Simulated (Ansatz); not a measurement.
Phonons of a relaxed structure of C by density-functional perturbation theory (low response-accuracy setting, no LO–TO term) at Γ and zone-boundary points with q components 0 or ½ of the primitive reciprocal vectors. Calculation: PBE (plane waves to 420 eV, PAW, scalar-relativistic; Ansatz, a quantum-chemistry and plane-wave program). Γ-centred k-mesh 12×12×12, Fermi–Dirac smearing 0.05 eV.

```yaml
crystal:
  lattice:
    - [0.00000, 1.78580, 1.78580]
    - [1.78580, 0.00000, 1.78580]
    - [1.78580, 1.78580, 0.00000]
  atoms:
    - { symbol: C, position: [0.50000, 0.50000, 0.50000] }
    - { symbol: C, position: [0.75000, 0.75000, 0.75000] }
```

Space group Fd-3m (No. 227), diamond type.

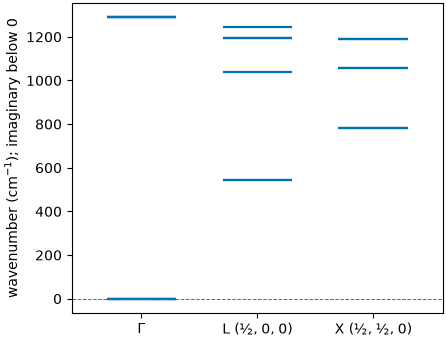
Phonon wavenumbers at the sampled wavevectors

Problem. Is the structure stable at these points, and where is the highest mode?

Solution. No instability shows at these points (nothing beyond 15i cm⁻¹, the threshold used here). Other wavevectors were not sampled, so this does not prove stability. The highest mode lies near 1290 cm⁻¹.

| q | wavenumbers (cm⁻¹; i marks imaginary) |
|---|---|
| Γ | 0 (×3), 1289 (×3) |
| L (½, 0, 0) | 546 (×2), 1038, 1192 (×2), 1246 |
| X (½, ½, 0) | 781 (×2), 1055 (×2), 1191 (×2) |

No spin polarisation in the result.
